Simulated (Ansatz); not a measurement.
# GaWO4: a trial structure relaxed, part 1 of 2

Where does this trial cell of GaWO4 go when cell and atoms are let free?

Program: Ansatz 0.2.0. Level of theory: DFT PBE, scalar-relativistic, plane waves, PAW. These are calculated values, not measurements.

1 further run of the same task is left out (set aside as unsound or not needed).

## Step 1: Starting point

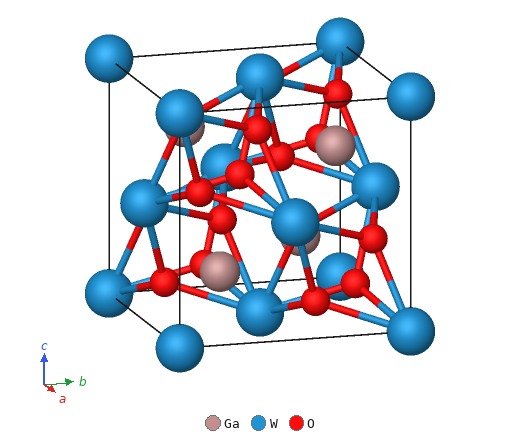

The starting structure, seen slightly off an axis (gallium pink, tungsten blue, oxygen red). Atoms on the faces are drawn again on the opposite ones. The cell drawn here is the conventional one.

Structure file:

```
CELL_PARAMETERS angstrom
0.00000 3.19709 3.19709
3.19709 0.00000 3.19709
3.19709 3.19709 0.00000
ATOMIC_POSITIONS crystal
Ga 0.25000 0.25000 0.25000
W 0.00000 0.00000 0.00000
O 0.12265 0.62578 0.62578
O 0.62578 0.12265 0.62578
O 0.62578 0.62578 0.12265
O 0.62578 0.62578 0.62578
```

The cell is invented: species swapped into a database cell of HoCu4Au (F-43m, No. 216), with Ga on the Ho sites, O on the Cu sites and W on the Au sites. Lengths come from tabulated atomic sizes and are only a guess.

## Step 2: A first look at the guess

Contents of input.yaml:

```yaml
crystal:
  lattice:
    - [0.0, 3.19708826, 3.19708826]
    - [3.19708826, 0.0, 3.19708826]
    - [3.19708826, 3.19708826, 0.0]
  atoms:
    - { symbol: Ga, position: [0.25, 0.25, 0.25] }
    - { symbol: W, position: [0.0, 0.0, 0.0] }
    - { symbol: O, position: [0.12264591, 0.6257847, 0.6257847] }
    - { symbol: O, position: [0.6257847, 0.12264591, 0.6257847] }
    - { symbol: O, position: [0.6257847, 0.6257847, 0.12264591] }
    - { symbol: O, position: [0.6257847, 0.6257847, 0.6257847] }
basis:
  ecutwfc: 420
kpoints:
  mp_grid: { grid: [6, 6, 6] }
hamiltonian:
  xc: pbe
scf:
  occupations: { method: gaussian, width: 0.1 }
  lower_state_search: "off"
output:
  forces: true
  stress: true
  eigenvalues: true
```

The run is started by

```
$ ansatz run input.yaml --threads 1 --pin off --max-ram 2048MiB --backend cpu --events-out ev --progress --plain --runs-dir out
```

Output, shortened:

```text
Warning: RAYON_NUM_THREADS=1 ignored (pool sized by the plan → 1); use --threads N
[...]
Pseudopotentials: kind: paw
Pseudopotential: Ga, paw, valence charge 13, recommended cutoff 420 eV (normal), Ga.paw.azcp
Pseudopotential: W, paw, valence charge 14, recommended cutoff 420 eV (normal), W.paw.azcp
Pseudopotential: O, paw, valence charge 6, recommended cutoff 420 eV (normal), O.paw.azcp
Functional definition: PBE
[...]
Crystal: 6 atoms, lattice volume = 65.357 Å³
Basis set: ecut = 420 eV, 1243 PW (Γ), exchange–correlation on 64×64×64 points (8 copies of the dense FFT grid, shifted against one another)
Bands: 32, of which v1, the nominal top of the filled ones, is band 26 counted from 1 (25 counted from 0)
Symmetry: 24 space group operations
Space group: F-43m (ITA 216), of the structure as read, at distance tolerance 4.0e-5 Å
k-points: 16 of 216 (time reversal used)
[...]
SCF iter   1: F=—  HF=-16420.964588 eV  |F-HF|=—  |Δ(HF+E_count)|=         —  Δρ=1.84e-2  dr2=3.06e-1  ethr=1.77e-3  ⟨swp⟩=5.0  Hψ=2126  notcnv=0
[...]
SCF iter   8: F=-16420.942444 eV  HF=-16420.942444 eV  |F-HF|=2.16e-9  |Δ(HF+E_count)|=   1.88e-8  Δρ=2.89e-6  dr2=5.73e-9  ethr=1.96e-10  ⟨swp⟩=5.9  Hψ=1721  notcnv=0
[...]
SCF converged after 8 iterations
Free energy (F): -16420.942444 eV
[...]
E sigma→0 (E₀):  -16420.921264 eV
Entropy (-TS):   -0.042360 eV (-7.060 meV/atom)
Fermi energy:    11.260201 eV
[...]
--- Forces (eV/Å), atoms counted from 1 ---
  atom   1  Ga    -0.00000000     0.00000000    -0.00000000
  atom   2  W      0.00000000    -0.00000000     0.00000000
  atom   3  O      0.08866396    -0.08866396    -0.08866396
  atom   4  O     -0.08866396     0.08866396    -0.08866396
  atom   5  O     -0.08866396    -0.08866396     0.08866396
  atom   6  O      0.08866396     0.08866396     0.08866396
[...]
--- Stress (GPa, compression-positive) ---
      -11.877460       0.000000       0.000000
        0.000000     -11.877460      -0.000000
        0.000000      -0.000000     -11.877460
  P = ⅓ Tr σ = -11.8775 GPa (-118.775 kbar)
--- Band table (eV; the first three rows and the last of 16) ---
[...]
```

It took 3.5 s on 1 thread of Arm Neoverse V1, shared host; peak memory 0.31 GiB.

Read-out: pressure -11.9 GPa, largest force 0.15 eV/Å, gap on this mesh none (metal). A guess like this is first relaxed loosely on the coarse mesh.

## Step 3: Coarse relaxation

Changes to input.yaml since step 2:

```diff
@@ -25 +25,9 @@
   eigenvalues: true
+  populations: true
+magnetization:
+  spin_polarized: true
+relax:
+  adjacent_minimum: "off"
+  f_tol: 0.04
+  max_steps: 70
+  cell: { stress_tol: 0.4 }
```

The run is started by

```
$ ansatz run input.yaml --threads 1 --pin off --max-ram 2048MiB --backend cpu --events-out ev --progress --plain --runs-dir out
```

Output:

```text
Warning: RAYON_NUM_THREADS=1 ignored (pool sized by the plan → 1); use --threads N
band count auto-derived: 34 (N_el = 51.0; filled up to band 26; 32 by the electrons, moments and atoms)
Engine: ansatz 0.2.0, aarch64-unknown-linux-gnu
[... 5 set-up lines as earlier in the session ...]
  parameter kappa = 0.804
  parameter beta = 0.06672455060314922
  exchange = pbe_x(kappa = kappa, mu = beta*pi^2/3)
  correlation = pbe_c(beta = beta)
Crystal: 6 atoms, lattice volume = 65.357 Å³
Basis set: ecut = 420 eV, 1243 PW (Γ), exchange–correlation on 64×64×64 points (8 copies of the dense FFT grid, shifted against one another)
Bands: 34, of which v1, the nominal top of the filled ones, is band 26 counted from 1 (25 counted from 0)
[... 2 set-up lines as earlier in the session ...]
k-points: 16 of 216 (time reversal used)
Non-local potential: Ga, projectors of the file, l = 0: 2, l = 1: 2, l = 2: 3, l = 3: 1
Non-local potential: W, projectors of the file, l = 0: 3, l = 1: 2, l = 2: 2, l = 3: 1
Non-local potential: O, projectors of the file, l = 0: 2, l = 1: 2, l = 2: 1
PAW form: soft (Blöchl's): semilocal exchange-correlation on the pseudo side does not see the compensation charge
PAW one-centre angular grid: Ga, 590 points (default); XC on 64 Gauss nodes
PAW one-centre angular grid: W, 590 points (default); XC on 64 Gauss nodes
PAW one-centre angular grid: O, 110 points (default); XC on 64 Gauss nodes
Initial density: superposition of atomic densities (chi_scale 0.1, normalization cell, long waves kept (reshape's long-wave potential 0.01 eV rms))
Initial wavefunctions: pseudopotential atomic-orbital guess
Functional: x = pbe(κ = 0.804, μ = 0.2195149727645171), c = pbe(β = 0.06672455060314922)
SCF iter   1: F=—  HF=-16423.954193 eV  |F-HF|=—  |Δ(HF+E_count)|=         —  Δρ=7.42e-2 (↑7.42e-2 ↓7.42e-2)  dr2=1.92e1  dr2_m=0.00e0  M=0.000 μB ∫|m|=0.000 μB  β_m=0.30  ethr=3.10e-3  ⟨swp⟩=5.2  Hψ=2323  notcnv=0
preconditioner: auto → Kerker (q_TF=auto, 2.618 Å⁻¹)  [metal: Δε(μ)=0.004 eV  Ē_g=11.991 eV  σ=0.100 eV  W_gap=0.02  n_scr=14 (ndim 8)  ℏωp=30.1 eV  f_vac=0.000  D(μ)=9.17/eV (n_scr^D=136)]
spin=Collinear: Kerker preconditioning applied to the charge; magnetization (m = ρ↑ − ρ↓) channel mixes plain (no charge-response kernel on spin).
SCF iter   2: F=—  HF=-16421.863510 eV  |F-HF|=—  |Δ(HF+E_count)|=    2.09e0  Δρ=2.97e-2 (↑2.97e-2 ↓2.97e-2)  dr2=3.67e0  dr2_m=0.00e0  M=0.000 μB ∫|m|=0.000 μB  β_m=0.29  ethr=3.10e-3  ⟨swp⟩=2.0  Hψ=1098  notcnv=0  defer=36
SCF iter   3: F=—  HF=-16421.466473 eV  |F-HF|=—  |Δ(HF+E_count)|=   3.97e-1  Δρ=2.13e-2 (↑2.13e-2 ↓2.13e-2)  dr2=1.61e0  dr2_m=0.00e0  M=0.000 μB ∫|m|=0.000 μB  β_m=0.51  ethr=3.10e-3  ⟨swp⟩=2.0  Hψ=676  notcnv=0  defer=34
SCF iter   4: F=—  HF=-16417.008155 eV  |F-HF|=—  |Δ(HF+E_count)|=    4.46e0  Δρ=1.14e-1 (↑1.14e-1 ↓1.06e-1)  dr2=4.76e-1  dr2_m=7.06e0  M=7.040 μB ∫|m|=7.041 μB  ethr=3.10e-3  ⟨swp⟩=2.6  Hψ=786  notcnv=0  defer=32
Mixer restart at iter 4: flushing history
SCF iter   5: F=—  HF=-16420.992277 eV  |F-HF|=—  |Δ(HF+E_count)|=         —  Δρ=3.13e-2 (↑3.13e-2 ↓2.68e-2)  dr2=7.04e-1  dr2_m=2.81e-1  M=5.056 μB ∫|m|=5.065 μB  β_m=0.51  ethr=9.32e-4  ⟨swp⟩=3.8  Hψ=2835  notcnv=0  defer=29
SCF iter   6: F=—  HF=-16421.053136 eV  |F-HF|=—  |Δ(HF+E_count)|=   6.09e-2  Δρ=2.01e-2 (↑2.01e-2 ↓1.78e-2)  dr2=4.79e-1  dr2_m=1.21e-1  M=4.722 μB ∫|m|=4.738 μB  β_m=0.56  ethr=9.32e-4  ⟨swp⟩=2.1  Hψ=2049  notcnv=0  defer=42
SCF iter   7: F=—  HF=-16421.125122 eV  |F-HF|=—  |Δ(HF+E_count)|=   7.20e-2  Δρ=1.98e-2 (↑1.67e-2 ↓1.98e-2)  dr2=5.94e-1  dr2_m=1.12e-1  M=4.263 μB ∫|m|=4.285 μB  β_m=0.55  ethr=9.32e-4  ⟨swp⟩=2.2  Hψ=1594  notcnv=0  defer=50
SCF iter   8: F=—  HF=-16421.179429 eV  |F-HF|=—  |Δ(HF+E_count)|=   5.43e-2  Δρ=9.95e-3 (↑9.95e-3 ↓8.37e-3)  dr2=1.63e-2  dr2_m=4.77e-2  M=3.695 μB ∫|m|=3.738 μB  β_m=0.60  ethr=9.32e-4  ⟨swp⟩=2.4  Hψ=1552  notcnv=0  defer=56
SCF iter   9: F=—  HF=-16421.224449 eV  |F-HF|=—  |Δ(HF+E_count)|=   4.50e-2  Δρ=7.80e-3 (↑4.64e-3 ↓7.80e-3)  dr2=2.78e-2  dr2_m=1.58e-2  M=3.212 μB ∫|m|=3.257 μB  β_m=0.75  ethr=3.21e-5  ⟨swp⟩=2.0  Hψ=2050  notcnv=0  defer=56
SCF iter  10: F=—  HF=-16421.230872 eV  |F-HF|=—  |Δ(HF+E_count)|=   6.42e-3  Δρ=1.47e-3 (↑1.47e-3 ↓1.44e-3)  dr2=1.12e-3  dr2_m=1.04e-3  M=3.075 μB ∫|m|=3.100 μB  β_m=0.83  ethr=3.21e-5  ⟨swp⟩=2.3  Hψ=1813  notcnv=0  defer=56
SCF iter  11: F=—  HF=-16421.231635 eV  |F-HF|=—  |Δ(HF+E_count)|=   7.63e-4  Δρ=1.56e-3 (↑6.82e-4 ↓1.56e-3)  dr2=1.04e-3  dr2_m=6.82e-4  M=3.088 μB ∫|m|=3.108 μB  β_m=0.92  ethr=2.19e-6  ⟨swp⟩=2.1  Hψ=1661  notcnv=0  defer=56
SCF iter  12: F=—  HF=-16421.232433 eV  |F-HF|=—  |Δ(HF+E_count)|=   7.98e-4  Δρ=1.03e-3 (↑1.03e-3 ↓6.49e-4)  dr2=1.91e-4  dr2_m=3.77e-4  M=3.082 μB ∫|m|=3.098 μB  β_m=0.96  ethr=2.03e-6  ⟨swp⟩=2.0  Hψ=1644  notcnv=0  defer=56
SCF iter  13: F=—  HF=-16421.233146 eV  |F-HF|=—  |Δ(HF+E_count)|=   7.13e-4  Δρ=4.70e-4 (↑3.62e-4 ↓4.70e-4)  dr2=3.24e-5  dr2_m=8.57e-5  M=3.065 μB ∫|m|=3.078 μB  β_m=0.98  ethr=3.74e-7  ⟨swp⟩=2.9  Hψ=1971  notcnv=0  defer=56
SCF iter  14: F=—  HF=-16421.233247 eV  |F-HF|=—  |Δ(HF+E_count)|=   1.01e-4  Δρ=1.19e-4 (↑1.19e-4 ↓7.60e-5)  dr2=5.57e-6  dr2_m=5.00e-6  M=3.074 μB ∫|m|=3.087 μB  β_m=0.99  ethr=6.35e-8  ⟨swp⟩=2.1  Hψ=1875  notcnv=0  defer=56
SCF iter  15: F=—  HF=-16421.233261 eV  |F-HF|=—  |Δ(HF+E_count)|=   1.39e-5  Δρ=3.91e-5 (↑3.91e-5 ↓2.82e-5)  dr2=3.71e-6  dr2_m=2.46e-7  M=3.073 μB ∫|m|=3.086 μB  β_m=0.98  ethr=1.09e-8  ⟨swp⟩=2.5  Hψ=1906  notcnv=0  defer=56
iter 16 did not close the SCF: its close was put off for a magnetic moment that had not settled (scf_convergence_deferred on its scf_iter line)
SCF iter  16: F=-16421.233260 eV  HF=-16421.233260 eV  |F-HF|=8.04e-8  |Δ(HF+E_count)|=   4.12e-8  Δρ=9.59e-6 (↑9.59e-6 ↓5.87e-6)  dr2=7.65e-8  dr2_m=2.28e-8  M=3.073 μB ∫|m|=3.087 μB  β_m=0.95  ethr=1.96e-10  ⟨swp⟩=7.8  Hψ=5000  notcnv=0
iter 17 did not close the SCF: its close was put off until two iterations running show no level that it waits for move by more than its bar (scf_convergence_deferred on its scf_iter line)
SCF iter  17: F=-16421.233260 eV  HF=-16421.233260 eV  |F-HF|=9.80e-9  |Δ(HF+E_count)|=   1.10e-8  Δρ=2.71e-6 (↑2.71e-6 ↓1.49e-6)  dr2=1.21e-8  dr2_m=9.31e-10  M=3.073 μB ∫|m|=3.087 μB  β_m=0.98  ethr=1.50e-10  ⟨swp⟩=2.1  Hψ=3286  notcnv=0
SCF iter  18: F=-16421.233260 eV  HF=-16421.233260 eV  |F-HF|=5.86e-10  |Δ(HF+E_count)|=  1.78e-10  Δρ=3.99e-7 (↑3.99e-7 ↓3.28e-7)  dr2=4.30e-10  dr2_m=1.99e-11  M=3.073 μB ∫|m|=3.087 μB  ethr=2.38e-11  ⟨swp⟩=1.6  Hψ=2531  notcnv=0
SCF 1 converged in 18 iterations: F = -16421.233260 eV  dr2 = 4.30e-10
relax step   1: F+E_penalty+E_count = -16421.23326046 eV  Δ(F+E_penalty+E_count) = +0.000e0 eV  max|allowed force component| = 4.235e-2 eV/Å  Δτ_max = 0.0000 Å  P = -9.740 GPa  Ω = 65.357 Å³  (18 SCF iters, dr2 threshold 1.00e-7 eV, accepted)
[... 19 lines left out ...]
relax step   2: F+E_penalty+E_count = -16421.37987470 eV  Δ(F+E_penalty+E_count) = -1.466e-1 eV  max|allowed force component| = 1.137e-2 eV/Å  Δτ_max = 0.0012 Å  P = +3.627 GPa  Ω = 59.981 Å³  energy of the carried Pulay correction = +2.737e-2 eV  (10 SCF iters, dr2 threshold 6.00e-7 eV, accepted)
[... 16 lines left out ...]
relax step   3: F+E_penalty+E_count = -16421.38635926 eV  Δ(F+E_penalty+E_count) = -6.485e-3 eV  max|allowed force component| = 3.905e-3 eV/Å  Δτ_max = 0.0009 Å  P = -0.361 GPa  Ω = 61.351 Å³  energy of the carried Pulay correction = +2.017e-2 eV  (9 SCF iters, dr2 threshold 6.00e-7 eV, accepted)
[... 14 lines left out ...]
relax step   4: F+E_penalty+E_count = -16421.37221461 eV  Δ(F+E_penalty+E_count) = +1.414e-2 eV  max|allowed force component| = 3.927e-3 eV/Å  Δτ_max = 0.0000 Å  P = -0.828 GPa  Ω = 61.351 Å³  stress off target by 8.28e-1 GPa  SCF on the basis re-selected at this cell (its energy is not comparable with the rows above)  (8 SCF iters)
[... 12 lines left out ...]
relax step   5: F+E_penalty+E_count = -16421.37445057 eV  Δ(F+E_penalty+E_count) = -2.236e-3 eV  max|allowed force component| = 7.954e-3 eV/Å  Δτ_max = 0.0008 Å  P = +0.007 GPa  Ω = 61.052 Å³  energy of the carried Pulay correction = +1.477e-3 eV  (6 SCF iters, dr2 threshold 6.00e-7 eV, accepted)
[... 9 lines left out ...]
relax step   6: F+E_penalty+E_count = -16421.37307070 eV  Δ(F+E_penalty+E_count) = +1.380e-3 eV  max|allowed force component| = 7.977e-3 eV/Å  Δτ_max = 0.0000 Å  P = -0.021 GPa  Ω = 61.052 Å³  stress off target by 2.12e-2 GPa  SCF on the basis re-selected at this cell (its energy is not comparable with the rows above)  (5 SCF iters)
basis re-selected at this cell: Δ(F+E_penalty+E_count) = +1.380e-3 eV, ΔP = -0.028 GPa vs the last step (what re-selecting the basis moved, of the pressure what is left beyond the Pulay correction that the steps carried, after the strain that the cell walked since its last selection, with what the two solves' SCF thresholds leave and, on support functions, any second-order correction that the steps lacked; it is no measure of the basis error at this ecutwfc). This SCF's stress stands 2.12e-2 GPa from its target on what of the cell is left free (relax.cell.stress_tol is 4.00e-1 GPa) and its largest allowed force component is 7.98e-3 eV/Å (relax.f_tol is 4.00e-2 eV/Å): within both
SCF converged after 5 iterations
Magnetization: 2.9122 μB (26.9561 up, 24.0439 down)
Absolute magnetization: 2.9189 μB (∫|ρ↑−ρ↓|, with the PAW one-centre terms)
Spin contamination: 0.0170 ħ² per cell (⟨S²⟩ above its minimum at these occupations)
Per-site moments (μB) at R_I (Å): [(0.04113383140974713, 1.0697583642157211), (0.6428247660790948, 1.0681258929954405), (0.48681472957448774, 0.9039313654317725), (0.4868147295744879, 0.9039313654317725), (0.4868147295744878, 0.9039313654317725), (0.48681472957448774, 0.9039313654317725)]
Free energy (F): -16421.373071 eV
Harris-Foulkes:  -16421.373071 eV  (|F-HF|=1.71e-9)
Internal energy: -16421.356733 eV  (E = F + TS)
E sigma→0 (E₀):  -16421.364902 eV
Entropy (-TS):   -0.016338 eV (-2.723 meV/atom)
Fermi energy:    12.452097 eV
--- Per-component energies (eV) ---
  E_band       = -127.900705
  E_kinetic    = 1243.474375
  E_local      = -3194.547140  (includes V_loc(G=0)·N_el)
  E_nonlocal   = 619.921979
  E_hartree    = 1267.701551
  E_xc         = -623.653015
  E_vxc        = -663.369018  (∫ρ·V_xc dr)
  E_paw        = -11175.542826  (= ΣΔE_a)
  E_vpaw       = -668.793021  (= ΣTr[D̂ρ^β])
  E_aug_tail   = 0.008598  (compensation charges beyond the density's cutoff)
  E_ewald      = -4558.720254
  E_smearing   = -0.016338  (= −TS)
  E_closure    = -0.000000  (closes the sum)
  Σ components = -16421.373071   (vs F -16421.373071, Δ=0.00e0)
--- Forces (eV/Å), atoms counted from 1 ---
  atom   1  Ga    -0.00000000     0.00000000     0.00000000
  atom   2  W      0.00000000    -0.00000000    -0.00000000
  atom   3  O     -0.00797652     0.00797652     0.00797652
  atom   4  O      0.00797652    -0.00797652     0.00797652
  atom   5  O      0.00797652     0.00797652    -0.00797652
  atom   6  O     -0.00797652    -0.00797652    -0.00797652
  max |Σ_I F_I| component: 5.72e-17 eV/Å
--- Stress (GPa, compression-positive) ---
       -0.021193       0.000000       0.000000
        0.000000      -0.021193      -0.000000
        0.000000       0.000000      -0.021193
  P = ⅓ Tr σ = -0.0212 GPa (-0.212 kbar)
--- Band table (eV; the first three rows and the last of 32) ---
  k-point 0 ↑: bands = ["-63.0905", "-27.2574", "-27.2574", "-27.2574", "-8.4546", "-4.6727", "-4.6727", "-4.6727", "-2.1995", "-2.1995", "-2.1784", "-2.1784", "-2.1784", "4.6826", "5.8588", "5.8588", "5.8588", "6.9110", "6.9110", "7.4464", "11.7639", "11.7639", "11.7639", "11.8841", "11.8841", "11.8841", "12.9005", "12.9005", "12.9005", "14.3019", "14.3019", "18.0345", "18.0345", "18.0345"]
[... 3 lines left out ...]
--- Relaxed structure (4 steps of the walk, 4 accepted, 2 SCFs on fresh bases) ---
  F+E_penalty+E_count = -16421.37307070 eV   max|allowed force component| = 7.977e-3 eV/Å   (the final SCF, on the basis selected at the relaxed cell)
  cell:  # Å, volume = 61.0519 Å³
    - [2.0138283864216043e-33, 3.12528651275277, 3.12528651275277]
    - [3.12528651275277, -3.5789204256605946e-33, 3.12528651275277]
    - [3.12528651275277, 3.12528651275277, -4.3941799943012e-33]
  atoms:
    - { symbol: Ga, position: [0.25, 0.25, 0.25] }
    - { symbol: W, position: [-1.1451783967765594e-18, -1.167786513586055e-18, -1.1451783967765537e-18] }
    - { symbol: O, position: [0.12185012441163756, 0.6260499585294543, 0.6260499585294543] }
    - { symbol: O, position: [0.6260499585294543, 0.12185012441163756, 0.6260499585294543] }
    - { symbol: O, position: [0.6260499585294543, 0.6260499585294543, 0.12185012441163756] }
    - { symbol: O, position: [0.6260499585294543, 0.6260499585294543, 0.6260499585294543] }
--- Löwdin populations: 6 sites ---
  site symbol       q [e]    m [muB]
     0     Ga     12.7361     0.0293
     1      W     12.7326     0.8296
     2      O      6.3370     0.5108
     3      O      6.3370     0.5108
     4      O      6.3370     0.5108
     5      O      6.3370     0.5108
  spilling = 0.003596 (of n_electrons = 51.000000)
```

Run time: 60 s. Hardware: 1 thread of Arm Neoverse V1, shared host; peak memory 0.4 GiB.

Step by step:

| step | E - E(step 1) (eV/cell) | largest force component (eV/Å) | pressure (GPa) | volume (Å³) |
| --- | --- | --- | --- | --- |
| 1 | 0.0000 | 0.0423 | -9.74 | 65.36 |
| 2 | -0.1466 | 0.0114 | 3.63 | 59.98 |
| 3 | -0.1531 | 0.0039 | -0.36 | 61.35 |
| 4 | -0.1390 | 0.0039 | -0.83 | 61.35 |
| 5 | -0.1412 | 0.0080 | 0.01 | 61.05 |
| 6 | -0.1398 | 0.0080 | -0.02 | 61.05 |

Step 1 is the start. Steps 4, 6 each repeat the geometry before them on a plane-wave basis chosen anew, so the energy can jump there without any move.

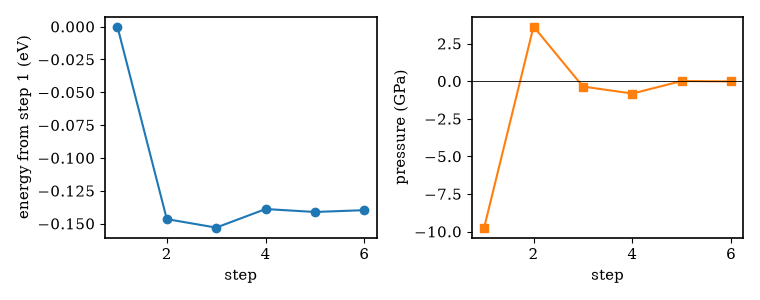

Energy and pressure along the relaxation.

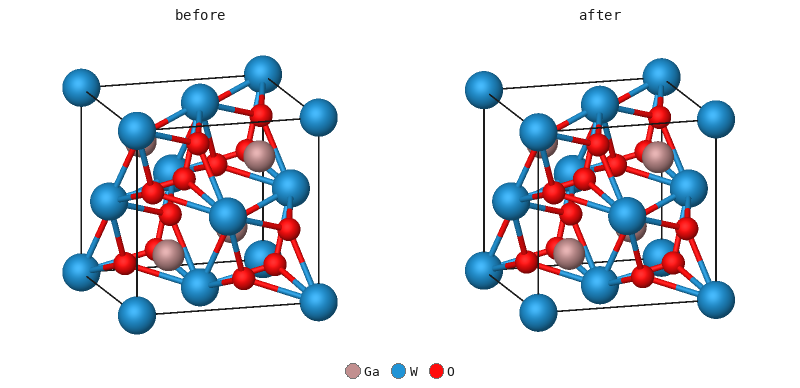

The structure before (left) and after (right) the relaxation, drawn at the same scale.

Lengths and angles in the start's conventional setting:

|  | before | after | change |
| --- | --- | --- | --- |
| a (Å) | 6.394 | 6.251 | -2.2 % |
| b (Å) | 6.394 | 6.251 | -2.2 % |
| c (Å) | 6.394 | 6.251 | -2.2 % |
| volume (Å³/atom) | 10.89 | 10.18 | -6.6 % |
| shortest distance (Å) | 2.246 | 2.191 | -2.5 % |
| space group (0.01 Å) | F-43m | F-43m | same |

Forces and stress were held to the start's 24 operations: a distortion of lower symmetry was not tested.

By site:

| atom | moment in the atom's sphere (μB) | Löwdin electrons |
| --- | --- | --- |
| Ga1 | 0.04 | 12.74 |
| W2 | 0.64 | 12.73 |
| O3 | 0.49 | 6.34 |
| O4 | 0.49 | 6.34 |
| O5 | 0.49 | 6.34 |
| O6 | 0.49 | 6.34 |

The Löwdin counts miss 0.18 of the 51 electrons, which the atomic orbitals do not span, so they are no charges.

(Continued in part 2 of 2.)
